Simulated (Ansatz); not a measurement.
## Cs2O2, pressure series

Base system: Cs₂O₂ (space group Immm, No. 71; a cell from a computed database, its experimental status unchecked; with O–O pairs, as in a peroxide).

```xyz
4
Lattice="-2.1572 3.2297 3.7730 2.1572 -3.2297 3.7730 2.1572 3.2297 -3.7730" Properties=species:S:1:pos:R:3 pbc="T T T"
Cs     0.0000     0.0000     1.9175
Cs     0.0000     0.0000     5.6285
O      0.0000     3.9772     0.0000
O      0.0000     2.4822     0.0000
```

Cell and atoms are relaxed at each pressure.

Computed with r2SCAN in Ansatz (plane waves to 500 eV, PAW, no spin-orbit coupling), earlier PAW set.

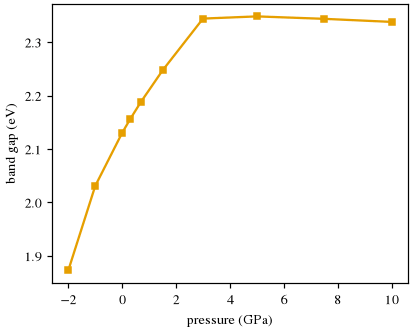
Figure: Band gap against pressure

### Question
From the plot, what is the band gap for pressure −1 GPa?

### Answer
About 2.03 eV.

### Question
Is the trend monotonic over the range shown?

### Answer
Yes, it rises throughout, spanning 1.87 eV to 2.35 eV.

Load acts through the strain it causes; cell and atoms are relaxed under it. Whether these cells are dynamically stable was not tested. No other phases were tried under pressure.

Ansatz is a program for electronic structure.
